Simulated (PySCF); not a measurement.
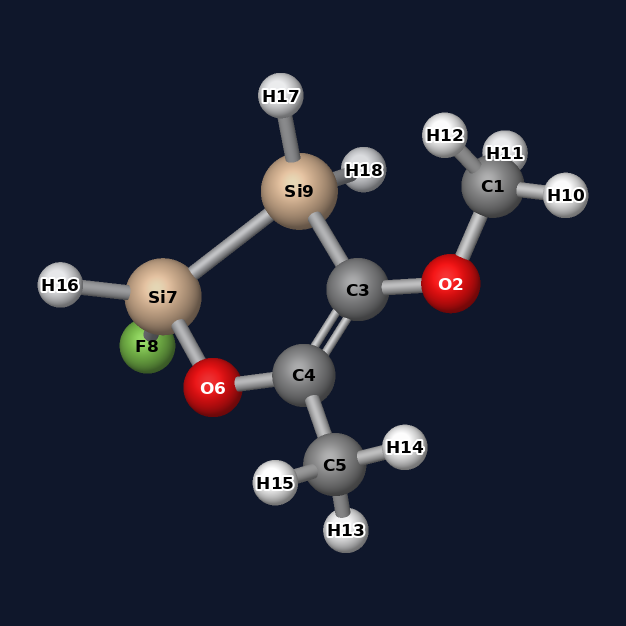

The geometry was computed by an optimisation with GFN2-xTB. No frequency run is at hand to confirm it as a minimum. Electric field gradients from the ground-state density, PBE0/pcSseg-1 (PySCF 2.14.0), non-relativistic apart from any core potentials.

Give the largest field-gradient component, the quadrupole coupling constant and the asymmetry for 17O at O2 (Q = −25.6 mb), 17O at O6 (Q = −25.6 mb), 2H at H10 (Q = 2.86 mb), 2H at H11 (Q = 2.86 mb), 2H at H12 (Q = 2.86 mb), 2H at H13 (Q = 2.86 mb).

| atom | V_zz (a.u.) | e²qQ/h (MHz) | η |
| --- | --- | --- | --- |
| O2 | 1.989 | −11.96 | 0.92 |
| O6 | 1.571 | −9.45 | 0.25 |
| H10 | 0.304 | 0.204 | 0.07 |
| H11 | 0.291 | 0.196 | 0.08 |
| H12 | 0.290 | 0.195 | 0.07 |
| H13 | 0.311 | 0.209 | 0.03 |

The geometry is semi-empirical. Around Si such bond lengths and angles can be off by a tenth of an ångström or more and by several degrees, and values that hang on the shape move with them.
